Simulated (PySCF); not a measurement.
Consider C4H7O2S (doublet).

```xyz
14

C    -1.6150   -0.8977    0.0460
C    -1.0241    0.4062   -0.3576
S    -1.6052    1.8404    0.4730
O     0.1661    0.5197   -0.9728
C     1.2674   -0.3208   -0.5816
C     1.8853    0.2162    0.6823
O     3.0587    0.4185    0.8419
H    -1.1091   -1.3489    0.9074
H    -1.5655   -1.6026   -0.7843
H    -2.6564   -0.7427    0.3161
H    -0.8473    2.6902   -0.2166
H     1.9820   -0.2847   -1.4060
H     0.9236   -1.3508   -0.4332
H     1.1390    0.4565    1.4631
```

Geometry: GFN2-xTB.

Computed with PySCF, UKS B3LYP, pcH-1 on C H O S, non-relativistic, mean-field spin-orbit, GIAO.

Predict the electron density, electron localisation function and spin density between the atoms.

Answer. C–O (1.20 Å): the density is about 3.4 e/Å³ at the midpoint; the ELF peaks at about 0.85 between the atoms; a multiple bond.
C–C (1.51 Å): ρ is about 1.8 e/Å³ halfway; the ELF peaks at about 0.95 between the atoms: a shared electron pair.
C–H (1.09 Å): ρ at the midpoint is about 2.1 e/Å³; the ELF climbs to about 1 towards the hydrogen, as it does in any bond to H: an ordinary covalent bond to hydrogen.
The unpaired spin (1 electron) lies mostly on C2 (about 0.6), S3 (about 0.2) and O4 (about 0.1), in electrons by Hirshfeld's partition.

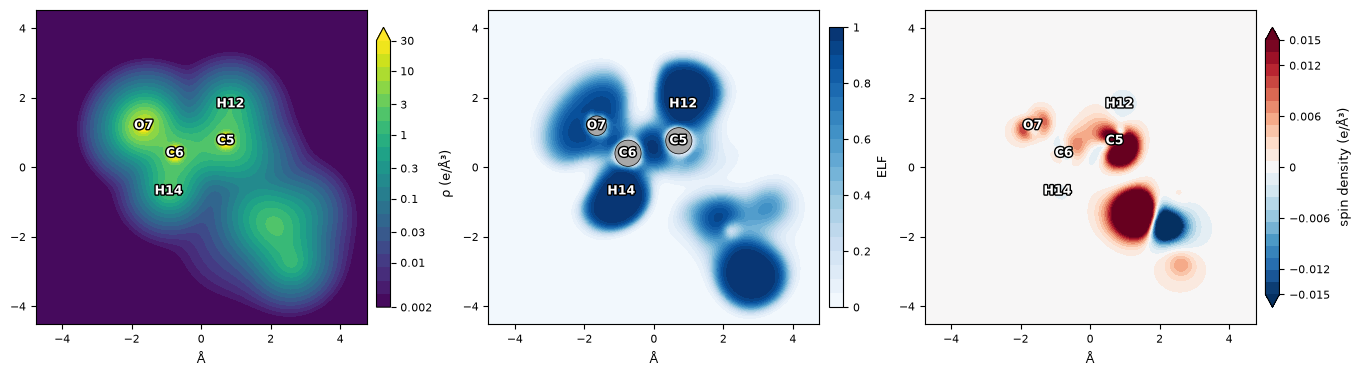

Computed electron density, electron localisation function and spin density on the plane of atoms C5, C6 and O7, in this order. Grey discs cover the atomic cores in the ELF map. 
